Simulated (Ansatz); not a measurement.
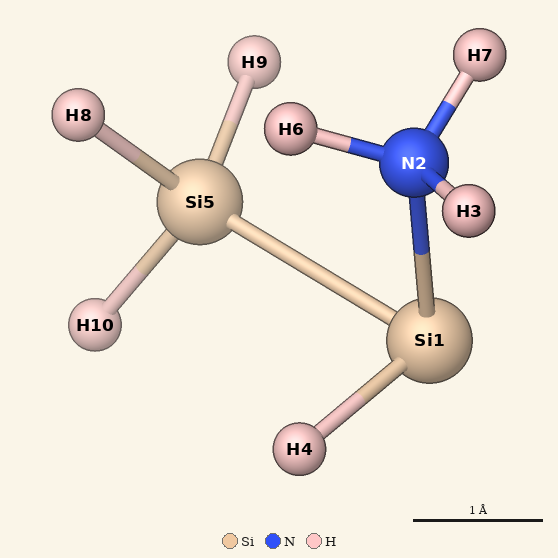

Orthographic view. Depth is shown by fading: the farther an atom, the more it takes the colour of the background. The geometry was computed by an optimisation with PBE0-D4/def2-TZVP.

Give the geometry as a Z-matrix, atoms in numerical order, with these reference atoms: 2 to 1; 3 to 2, 1; 4 to 1, 2, 3; 5 to 1, 4, 2; 6 to 2, 3, 1; 7 to 2, 3, 6; 8 to 5, 1, 4; 9 to 5, 8, 6; 10 to 5, 9, 8.

```
Si 
N    1   2.036
H    2   1.015   1   109.4
H    1   1.526   2    88.2   3    69.2
Si   1   2.378   4    89.8   2   -90.0
H    2   1.017   3   108.7   1   123.1
H    2   1.015   3   107.6   6   117.0
H    5   1.508   1   111.6   4    58.4
H    5   1.495   8   104.5   6  -108.3
H    5   1.492   9   106.5   8   112.7
```
